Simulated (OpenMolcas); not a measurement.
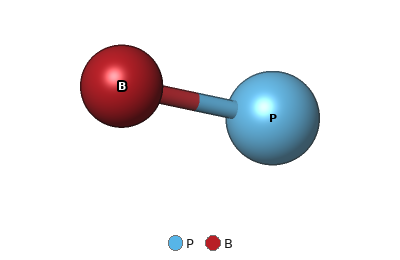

Fig. 1: The molecule at the reference distance of 1.863 Å.

## PB⁺: relativistic diatomic calculation (part 1 of 2)

- system: PB⁺.
- method: SA-CASSCF(7,8)/XMS-CASPT2 + RASSI spin-orbit (X2C scalar, AMFI), ANO-RCC-VTZP (OpenMolcas)

Input:
```
&GATEWAY
Coord
2
angstrom
P 0.0 0.0 0.0
B 0.0 0.0 1.8630
Basis=ANO-RCC-VTZP
Group=XY
RX2C
AMFI
ANGMom
0.0 0.0 0.0
RICD
&SEWARD
&GUESSORB
&RASSCF
FileOrb=$CurrDir/o41.orb
Symmetry=1
Spin=4
nActEl=7 0 0
Inactive=4 2
RAS2=4 4
CIRoot=5 5 1
Linear
Iterations=120 100
OrbListing=Nothing
PRWF=0.15
>>COPY $Project.RasOrb $CurrDir/o41.orb
>>COPY $Project.rasscf.h5 $CurrDir/r41.h5
&CASPT2
XMultistate=all
Imaginary=0.2
IPEA=0.25
MaxIter=40
>>COPY $Project.JobMix JOB001
&RASSCF
FileOrb=$CurrDir/o21.orb
Symmetry=1
Spin=2
nActEl=7 0 0
Inactive=4 2
RAS2=4 4
CIRoot=5 5 1
Linear
Iterations=120 100
OrbListing=Nothing
PRWF=0.15
>>COPY $Project.RasOrb $CurrDir/o21.orb
>>COPY $Project.rasscf.h5 $CurrDir/r21.h5
&CASPT2
XMultistate=all
Imaginary=0.2
IPEA=0.25
MaxIter=40
>>COPY $Project.JobMix JOB002
&RASSCF
FileOrb=$CurrDir/o22.orb
Symmetry=2
Spin=2
nActEl=7 0 0
Inactive=4 2
RAS2=4 4
CIRoot=6 6 1
Linear
Iterations=120 100
OrbListing=Nothing
PRWF=0.15
>>COPY $Project.RasOrb $CurrDir/o22.orb
>>COPY $Project.rasscf.h5 $CurrDir/r22.h5
&CASPT2
XMultistate=all
Imaginary=0.2
IPEA=0.25
MaxIter=40
>>COPY $Project.JobMix JOB003
&RASSCF
FileOrb=$CurrDir/o42.orb
Symmetry=2
Spin=4
nActEl=7 0 0
Inactive=4 2
RAS2=4 4
CIRoot=4 4 1
Linear
Iterations=120 100
OrbListing=Nothing
PRWF=0.15
>>COPY $Project.RasOrb $CurrDir/o42.orb
>>COPY $Project.rasscf.h5 $CurrDir/r42.h5
&CASPT2
XMultistate=all
Imaginary=0.2
IPEA=0.25
MaxIter=40
>>COPY $Project.JobMix JOB004
&RASSI
Nr of JobIphs=4 5 5 6 4
1 2 3 4 5
1 2 3 4 5
1 2 3 4 5 6
1 2 3 4
SpinOrbit
EJob
Omega
MEES
MESO
Properties=4
'AngMom' 3 'Mltpl  1' 1 'Mltpl  1' 2 'Mltpl  1' 3
Thrs=1.0d-4
>>COPY $Project.rassi.h5 $CurrDir/so.h5
```

The first orbital files come from an earlier step.

Hardware: 1 thread of Arm Neoverse V2, 24 GiB of memory available, shared host.

Run as:
```bash
pymolcas m.inp (one call a module block, same work directory)
```

Log (extracts):
```
++    Wave function specifications:
      Number of closed shell electrons          12
      Number of electrons in active shells       7
      Number of inactive orbitals                6
      Number of active orbitals                  8
      Number of secondary orbitals              50
      Spin quantum number                      1.5
      State symmetry                             1
++    Orbital specifications:
      Symmetry species                           1   2
                                                 a   b
      Frozen orbitals                            0   0
      Inactive orbitals                          4   2
      Active orbitals                            4   4
      RAS2 orbitals                              4   4
      Secondary orbitals                        26  24
      Number of basis functions                 34  30
      printout of CI-coefficients larger than  0.15 for root  1
      energy=    -365.895822
      conf/sym  1111 2222     Coeff  Weight
            54  022u 00uu   0.92897 0.86298
           102  02u2 00uu  -0.15936 0.02540
      printout of CI-coefficients larger than  0.15 for root  2
      energy=    -365.754933
      conf/sym  1111 2222     Coeff  Weight
            50  022u u0u0   0.36117 0.13045
            53  022u 0u0u   0.36117 0.13045
           102  02u2 00uu   0.77153 0.59527
      printout of CI-coefficients larger than  0.15 for root  3
      energy=    -365.746454
      conf/sym  1111 2222     Coeff  Weight
            50  022u u0u0  -0.63856 0.40775
            51  022u 0uu0   0.26040 0.06781
            52  022u u00u   0.26040 0.06781
            53  022u 0u0u   0.63856 0.40775
      printout of CI-coefficients larger than  0.15 for root  4
      energy=    -365.746454
      conf/sym  1111 2222     Coeff  Weight
            50  022u u0u0  -0.26040 0.06781
            51  022u 0uu0  -0.63856 0.40775
            52  022u u00u  -0.63856 0.40775
            53  022u 0u0u   0.26040 0.06781
      printout of CI-coefficients larger than  0.15 for root  5
      energy=    -365.742455
      conf/sym  1111 2222     Coeff  Weight
            51  022u 0uu0  -0.68239 0.46566
            52  022u u00u   0.68239 0.46566
      Natural orbitals and occupation numbers for root  1
      sym 1:   0.031971   1.978818   1.921413   1.000455
      sym 2:   0.050396   0.050396   0.983276   0.983276
      Natural orbitals and occupation numbers for root  2
      sym 1:   0.032008   1.976793   1.281845   1.575120
      sym 2:   0.206999   0.207000   0.860118   0.860118
      Natural orbitals and occupation numbers for root  3
      sym 1:   0.022414   1.974559   1.945368   0.994165
      sym 2:   0.509294   0.509293   0.522454   0.522454
      Natural orbitals and occupation numbers for root  4
      sym 1:   0.022414   1.974559   1.945368   0.994165
      sym 2:   0.509293   0.509294   0.522454   0.522454
      Natural orbitals and occupation numbers for root  5
      sym 1:   0.022519   1.973508   1.941028   0.993309
      sym 2:   0.509955   0.509954   0.524863   0.524864
      RASSCF energy for state  5                   -365.74245518
::    RASSCF root number  1 Total energy:   -365.89582169
::    RASSCF root number  2 Total energy:   -365.75493253
::    RASSCF root number  3 Total energy:   -365.74645371
::    RASSCF root number  4 Total energy:   -365.74645371
::    RASSCF root number  5 Total energy:   -365.74245518
      Von Neumann Entropy (Root   1) =  1.94088
++    Wave function specifications:
      Number of closed shell electrons           0
      Number of electrons in active shells       7
      Number of inactive orbitals                0
      Number of active orbitals                  8
      Number of secondary orbitals              50
      Spin quantum number                      1.5
      State symmetry                             1
      Number of CSFs                           672
      Number of CASSCF root(s) available         5
      CASPT2 state passed to geometry opt.       5
      A file JOBMIX will be created
      This is a MULTI-STATE CASSCF reference
      Number of CI roots used                    5
      These are:                                 1   2   3   4   5
      Off-diagonal elements of Heff are computed
  FINAL CASPT2 RESULT:
      Reference energy:        -365.8958216853
      E2 (Non-variational):      -0.1038602935
      Shift correction:          -0.0016017381
      E2 (Variational):          -0.1054620315
      Total energy:            -366.0012837169
      Reference weight:           0.94756
  FINAL CASPT2 RESULT:
      Reference energy:        -365.7549325286
      E2 (Non-variational):      -0.0989081730
      Shift correction:          -0.0016088149
      E2 (Variational):          -0.1005169879
      Total energy:            -365.8554495165
      Reference weight:           0.94855
  FINAL CASPT2 RESULT:
      Reference energy:        -365.7464537102
      E2 (Non-variational):      -0.0977343585
      Shift correction:          -0.0011768243
      E2 (Variational):          -0.0989111828
      Total energy:            -365.8453648929
      Reference weight:           0.95421
  FINAL CASPT2 RESULT:
      Reference energy:        -365.7464537102
      E2 (Non-variational):      -0.0977598357
      Shift correction:          -0.0011801029
      E2 (Variational):          -0.0989399386
      Total energy:            -365.8453936488
      Reference weight:           0.95416
  FINAL CASPT2 RESULT:
      Reference energy:        -365.7424551795
      E2 (Non-variational):      -0.0973712105
      Shift correction:          -0.0011580130
      E2 (Variational):          -0.0985292235
      Total energy:            -365.8409844030
      Reference weight:           0.95462
       Total XMS-CASPT2 energies:
::    XMS-CASPT2 Root  1     Total energy:   -366.00177937
::    XMS-CASPT2 Root  2     Total energy:   -365.85495387
::    XMS-CASPT2 Root  3     Total energy:   -365.84539535
::    XMS-CASPT2 Root  4     Total energy:   -365.84536319
::    XMS-CASPT2 Root  5     Total energy:   -365.84098440
++    Wave function specifications:
      Number of closed shell electrons          12
      Number of electrons in active shells       7
      Number of inactive orbitals                6
      Number of active orbitals                  8
      Number of secondary orbitals              50
      Spin quantum number                      0.5
      State symmetry                             1
      printout of CI-coefficients larger than  0.15 for root  1
      energy=    -365.872699
      conf/sym  1111 2222     Coeff  Weight
           144  022u 00du  -0.82729 0.68440
           147  022u 00ud   0.47763 0.22813
      printout of CI-coefficients larger than  0.15 for root  2
      energy=    -365.858108
      conf/sym  1111 2222     Coeff  Weight
           141  022u 0020  -0.52592 0.27660
           144  022u 00du   0.29758 0.08855
           147  022u 00ud   0.51542 0.26566
           148  022u 0002   0.52592 0.27660
      printout of CI-coefficients larger than  0.15 for root  3
      energy=    -365.858108
      conf/sym  1111 2222     Coeff  Weight
           141  022u 0020   0.42084 0.17711
           144  022u 00du   0.37188 0.13830
           147  022u 00ud   0.64412 0.41490
           148  022u 0002  -0.42084 0.17711
      printout of CI-coefficients larger than  0.15 for root  4
      energy=    -365.843868
      conf/sym  1111 2222     Coeff  Weight
           141  022u 0020   0.66109 0.43704
           148  022u 0002   0.66109 0.43704
      printout of CI-coefficients larger than  0.15 for root  5
      energy=    -365.732090
      conf/sym  1111 2222     Coeff  Weight
           138  022u 0du0   0.18475 0.03413
           140  022u 0ud0   0.64075 0.41056
           142  022u d00u  -0.18475 0.03413
           145  022u u00d  -0.64075 0.41056
           272  02u2 00du   0.15338 0.02353
      Natural orbitals and occupation numbers for root  1
      sym 1:   0.035105   1.980110   1.938015   0.998043
      sym 2:   0.039625   0.039625   0.984739   0.984739
      Natural orbitals and occupation numbers for root  2
      sym 1:   0.029279   1.981292   1.936550   0.999123
      sym 2:   0.057919   0.057919   0.968959   0.968959
      Natural orbitals and occupation numbers for root  3
      sym 1:   0.029279   1.981292   1.936551   0.999123
      sym 2:   0.057919   0.057919   0.968959   0.968959
      Natural orbitals and occupation numbers for root  4
      sym 1:   0.030309   1.960706   1.912622   0.999163
      sym 2:   0.062832   0.062832   0.985768   0.985768
      Natural orbitals and occupation numbers for root  5
      sym 1:   0.031725   1.967681   1.908327   1.031264
      sym 2:   0.477368   0.477371   0.553133   0.553131
      RASSCF energy for state  5                   -365.73208964
::    RASSCF root number  1 Total energy:   -365.87269941
::    RASSCF root number  2 Total energy:   -365.85810811
::    RASSCF root number  3 Total energy:   -365.85810811
::    RASSCF root number  4 Total energy:   -365.84386832
::    RASSCF root number  5 Total energy:   -365.73208964
      Von Neumann Entropy (Root   1) =  1.89185
++    Wave function specifications:
      Number of closed shell electrons           0
      Number of electrons in active shells       7
      Number of inactive orbitals                0
      Number of active orbitals                  8
      Number of secondary orbitals              50
      Spin quantum number                      0.5
      State symmetry                             1
      Number of CSFs                          1176
      Number of CASSCF root(s) available         5
      CASPT2 state passed to geometry opt.       5
      A file JOBMIX will be created
      This is a MULTI-STATE CASSCF reference
      Number of CI roots used                    5
      These are:                                 1   2   3   4   5
      Off-diagonal elements of Heff are computed
  FINAL CASPT2 RESULT:
      Reference energy:        -365.8726994110
      E2 (Non-variational):      -0.1025597495
      Shift correction:          -0.0013683642
      E2 (Variational):          -0.1039281138
      Total energy:            -365.9766275248
      Reference weight:           0.95028
  FINAL CASPT2 RESULT:
      Reference energy:        -365.8581081140
      E2 (Non-variational):      -0.1051179949
      Shift correction:          -0.0013383824
      E2 (Variational):          -0.1064563773
      Total energy:            -365.9645644913
      Reference weight:           0.94897
  FINAL CASPT2 RESULT:
      Reference energy:        -365.8581081137
      E2 (Non-variational):      -0.1051446423
      Shift correction:          -0.0013380703
      E2 (Variational):          -0.1064827127
      Total energy:            -365.9645908264
      Reference weight:           0.94896
  FINAL CASPT2 RESULT:
      Reference energy:        -365.8438683212
      E2 (Non-variational):      -0.0998842817
      Shift correction:          -0.0012717135
      E2 (Variational):          -0.1011559953
      Total energy:            -365.9450243165
      Reference weight:           0.95236
  FINAL CASPT2 RESULT:
      Reference energy:        -365.7320896403
      E2 (Non-variational):      -0.1066196654
      Shift correction:          -0.0022469150
      E2 (Variational):          -0.1088665805
      Total energy:            -365.8409562208
      Reference weight:           0.94246
       Total XMS-CASPT2 energies:
::    XMS-CASPT2 Root  1     Total energy:   -365.97607397
::    XMS-CASPT2 Root  2     Total energy:   -365.96462222
::    XMS-CASPT2 Root  3     Total energy:   -365.96453310
::    XMS-CASPT2 Root  4     Total energy:   -365.94502432
::    XMS-CASPT2 Root  5     Total energy:   -365.84150977
++    Wave function specifications:
      Number of closed shell electrons          12
      Number of electrons in active shells       7
      Number of inactive orbitals                6
      Number of active orbitals                  8
      Number of secondary orbitals              50
      Spin quantum number                      0.5
      State symmetry                             2
      printout of CI-coefficients larger than  0.15 for root  1
      energy=    -365.861157
      conf/sym  1111 2222     Coeff  Weight
           178  0220 002u   0.70031 0.49043
           184  0220 00u2   0.53207 0.28310
      printout of CI-coefficients larger than  0.15 for root  2
      energy=    -365.861157
      conf/sym  1111 2222     Coeff  Weight
           178  0220 002u   0.53207 0.28310
           184  0220 00u2  -0.70031 0.49043
      printout of CI-coefficients larger than  0.15 for root  3
      energy=    -365.788845
      conf/sym  1111 2222     Coeff  Weight
            37  0222 u000   0.21922 0.04806
            39  0222 00u0  -0.82899 0.68723
            40  0222 000u   0.31570 0.09967
      printout of CI-coefficients larger than  0.15 for root  4
      energy=    -365.788845
      conf/sym  1111 2222     Coeff  Weight
            38  0222 0u00  -0.21922 0.04806
            39  0222 00u0   0.31570 0.09967
            40  0222 000u   0.82899 0.68723
      printout of CI-coefficients larger than  0.15 for root  5
      energy=    -365.762433
      conf/sym  1111 2222     Coeff  Weight
           172  0220 0u20  -0.30152 0.09091
           177  0220 0udu  -0.35657 0.12714
           180  0220 u0ud   0.31000 0.09610
           182  0220 u002   0.35200 0.12390
           653  02uu 002d   0.38642 0.14932
           656  02uu 00d2   0.44908 0.20167
      printout of CI-coefficients larger than  0.15 for root  6
      energy=    -365.762433
      conf/sym  1111 2222     Coeff  Weight
           172  0220 0u20   0.35200 0.12390
           177  0220 0udu  -0.31060 0.09647
           180  0220 u0ud  -0.36557 0.13364
           182  0220 u002   0.30152 0.09091
           653  02uu 002d  -0.44908 0.20167
           656  02uu 00d2   0.38642 0.14932
      Natural orbitals and occupation numbers for root  1
      sym 1:   0.019819   1.977376   1.824584   0.165441
      sym 2:   0.148931   0.058893   1.840540   0.964417
      Natural orbitals and occupation numbers for root  2
      sym 1:   0.019819   1.977376   1.824584   0.165441
      sym 2:   0.058893   0.148931   0.964417   1.840540
      Natural orbitals and occupation numbers for root  3
      sym 1:   0.029047   1.971722   1.931443   1.784056
      sym 2:   0.085829   0.059828   1.005377   0.132699
      Natural orbitals and occupation numbers for root  4
      sym 1:   0.029047   1.971722   1.931443   1.784056
      sym 2:   0.059828   0.085829   0.132699   1.005377
      Natural orbitals and occupation numbers for root  5
      sym 1:   0.025203   1.962919   1.464150   0.536406
      sym 2:   0.277021   0.381919   0.743716   1.608666
      Natural orbitals and occupation numbers for root  6
      sym 1:   0.025203   1.962919   1.464150   0.536405
      sym 2:   0.381919   0.277022   1.608666   0.743716
      RASSCF energy for state  6                   -365.76243338
::    RASSCF root number  1 Total energy:   -365.86115680
::    RASSCF root number  2 Total energy:   -365.86115680
::    RASSCF root number  3 Total energy:   -365.78884534
::    RASSCF root number  4 Total energy:   -365.78884534
::    RASSCF root number  5 Total energy:   -365.76243338
::    RASSCF root number  6 Total energy:   -365.76243338
      Von Neumann Entropy (Root   1) =  1.54697
++    Wave function specifications:
      Number of closed shell electrons           0
      Number of electrons in active shells       7
      Number of inactive orbitals                0
      Number of active orbitals                  8
      Number of secondary orbitals              50
      Spin quantum number                      0.5
      State symmetry                             2
      Number of CSFs                          1176
      Number of CASSCF root(s) available         6
      CASPT2 state passSPIN-FREE ENERGIES:
  (Shifted by EMIN (a.u.) =       -366.0017793659)
 SF State       Relative EMIN(au)   Rel lowest level(eV)    D:o, cm**(-1)      Abs_M
     1             0.0000000000        0.0000000000              0.0000         0.0
     6             0.0257053920        0.6994793507           5641.6814         0.0
    11             0.0329494938        0.8966014031           7231.5780         1.0
    12             0.0329494983        0.8966015254           7231.5790         1.0
     7             0.0371571459        1.0110974498           8155.0509         2.0
     8             0.0372462682        1.0135225891           8174.6110         2.0
     9             0.0567550494        1.5443835705          12456.2935         0.0
    13             0.1006416592        2.7385990608          22088.2911         1.0
    14             0.1006416599        2.7385990808          22088.2912         1.0
    17             0.1043001055        2.8381504556          22891.2272         1.0
    18             0.1043001614        2.8381519772          22891.2395         1.0
    15             0.1329050637        3.6165310235          29169.2899         1.0
    16             0.1329050651        3.6165310609          29169.2902         1.0
    19             0.1439719630        3.9176766926          31598.1935         1.0
    20             0.1439720021        3.9176777574          31598.2021         1.0
     2             0.1468254972        3.9953253158          32224.4719         0.0
     3             0.1563840112        4.2554257325          34322.3232         2.0
     4             0.1564161789        4.2563010583          34329.3832         2.0
    10             0.1602695943        4.3611578329          35175.1101         0.0
     5             0.1607949642        4.3754538761          35290.4155         0.0
```

(Continued in part 2.) Outcome of the run: converged; components of a degenerate state are split by 20 cm⁻¹.
